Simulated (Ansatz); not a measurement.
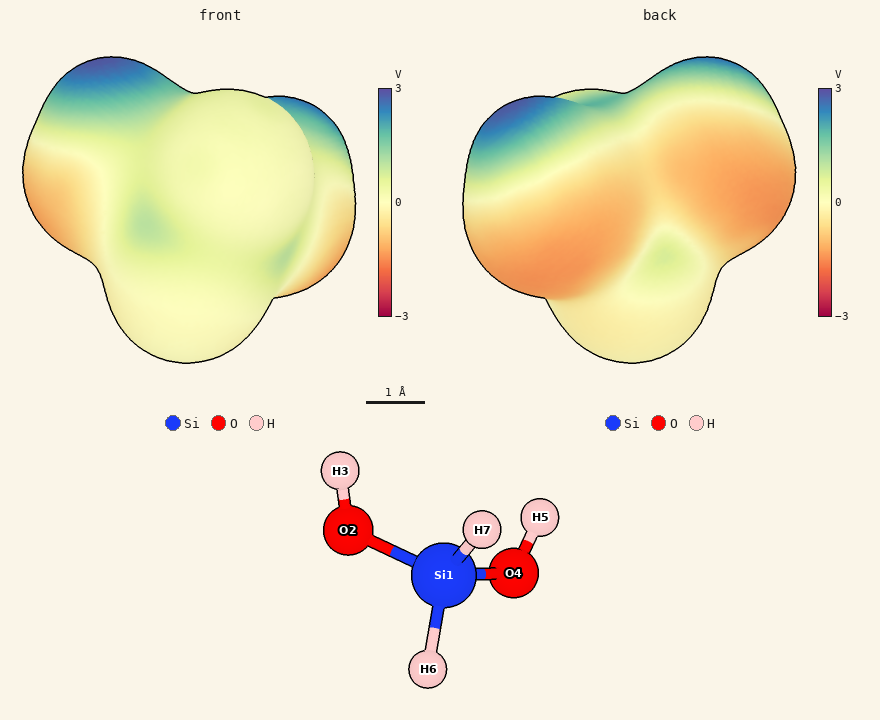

Figure 1: H4O2Si (Si(OH)2H2). The molecular electrostatic potential painted on the density surface at 0.002 e/bohr³, seen from the front and from behind; the colour scale runs from red (negative) to blue (positive). The bare structure is drawn below in the same view.

Geometry: PBE-D4/def2-TZVP.

These are results of Ansatz, RKS PBE0-D4/def2-TZVP, not measurements.

```
atom    x (Å)    y (Å)    z (Å)
  Si  -0.2404   0.1885  -0.3058
   O  -0.5387   0.4723   1.3030
   H  -0.7598  -0.2981   1.8464
   O   1.3681   0.0607  -0.6851
   H   1.8260  -0.7484  -0.4124
   H  -0.6963   1.3918  -1.0453
   H  -0.9589  -1.0670  -0.7009
```

### Which sites attract a positive test charge, and which a negative one?

A positive charge is drawn to the negative regions and a negative charge to the positive ones. The most negative region (about −1.4 V) lies over O2 and O4, the most positive (about +2.8 V) over H3 and H5.
